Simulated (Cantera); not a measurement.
Charge: 1 mol BF₃, 2.5 mol H₂, equilibrated at 1.00 bar.

Cantera equilibrium calculation (NASA polynomials, part measured and part estimated; ideal gas, pure solids and liquids). Candidate condensed phases: B; 20 gas species. The tables' values for BF₂ are old estimates; treat these amounts as uncertain. Equilibrium is a limit: real reactors are often held back by kinetics, nucleation or transport.

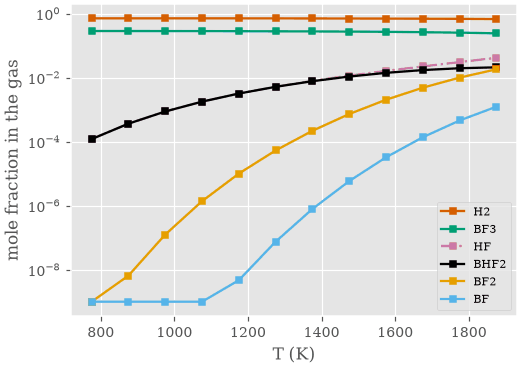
*Equilibrium gas composition (values under 1e-9 drawn at 1e-9)*

Question: Read off the mole fractions at 1475 K.

Answer: H₂ about 0.70, BF₃ about 0.27, HF about 0.012, BHF₂ about 0.011, BF₂ about 0.00073, BF about 5.9e-6.
